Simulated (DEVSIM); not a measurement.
Structure: Ru/SiO2/p-GaSb capacitor, at 300 K.

```
layer (left to right)  material  thickness (nm)  Na (cm⁻³)
---------------------  --------  --------------  ---------
1                          SiO2            42.0          -
2                          GaSb           11000     3.2e15
```

Metal gate on the left, work function 4.7 eV. Fixed charge at the semiconductor interface 0 cm⁻² (in units of +e); interface traps 2.1e11 cm⁻² eV⁻¹, uniform in energy, neutral level at 0.7 of the gap above the valence band.

The device is made up for the run: typed textbook-type constants, with dimensions and the other settings drawn at random. Values at 300 K.

| parameter | SiO2 | GaSb |
|---|---|---|
| gap (eV) | 9 | 0.726 |
| affinity (eV) | 0.9 | 4.06 |
| permittivity | 3.9 | 15.7 |
| Nc (cm⁻³) | - | 2.1e17 |
| Nv (cm⁻³) | - | 1.8e19 |

DEVSIM, 1D Poisson equation in equilibrium, Boltzmann statistics, complete ionisation; no quantum confinement or tunnelling. Metal contacts follow the ideal Schottky-Mott rule: no Fermi-level pinning, no interface dipoles.

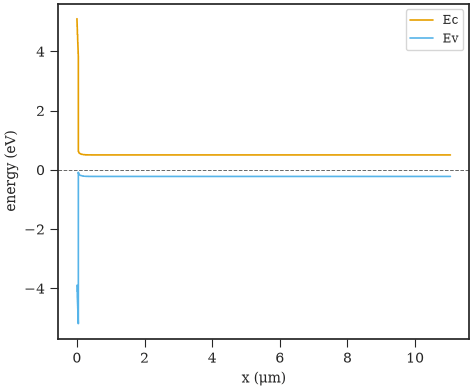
Figure: Band edges at -1.3 V on the gate

Energies count from the Fermi level of the right contact; mesh points crowd at the junctions.

```tsv
x (μm)	Ec (eV)	Ev (eV)	n (cm⁻³)	p (cm⁻³)	field (V/cm)
0.000	5.100	-3.900	< 1e2	< 1e2	-310000
0.001982	5.039	-3.961	< 1e2	< 1e2	-310000
0.006895	4.887	-4.113	< 1e2	< 1e2	-310000
0.01999	4.483	-4.517	< 1e2	< 1e2	-310000
0.03642	3.976	-5.024	< 1e2	< 1e2	-310000
0.04062	3.846	-5.154	< 1e2	< 1e2	-310000
0.04226	0.642	-0.084	3400000	7.1e17	-64000
0.04617	0.622	-0.104	7400000	3.2e17	-43000
0.05558	0.593	-0.133	2.3e7	1.0e17	-23000
0.08159	0.555	-0.171	9.9e7	2.4e16	-9300
0.1497	0.522	-0.204	3.6e8	6.6e15	-2500
0.4634	0.503	-0.223	7.4e8	3.2e15	-47
1.170	0.503	-0.223	7.5e8	3.2e15	≈ 0
3.162	0.503	-0.223	7.5e8	3.2e15	≈ 0
8.520	0.503	-0.223	7.5e8	3.2e15	≈ 0
10.10	0.503	-0.223	7.5e8	3.2e15	≈ 0
10.70	0.503	-0.223	7.5e8	3.2e15	≈ 0
10.92	0.503	-0.223	7.5e8	3.2e15	≈ 0
11.01	0.503	-0.223	7.5e8	3.2e15	≈ 0
11.03	0.503	-0.223	7.5e8	3.2e15	≈ 0
11.04	0.503	-0.223	7.5e8	3.2e15	≈ 0
11.04	0.503	-0.223	7.5e8	3.2e15	≈ 0
```
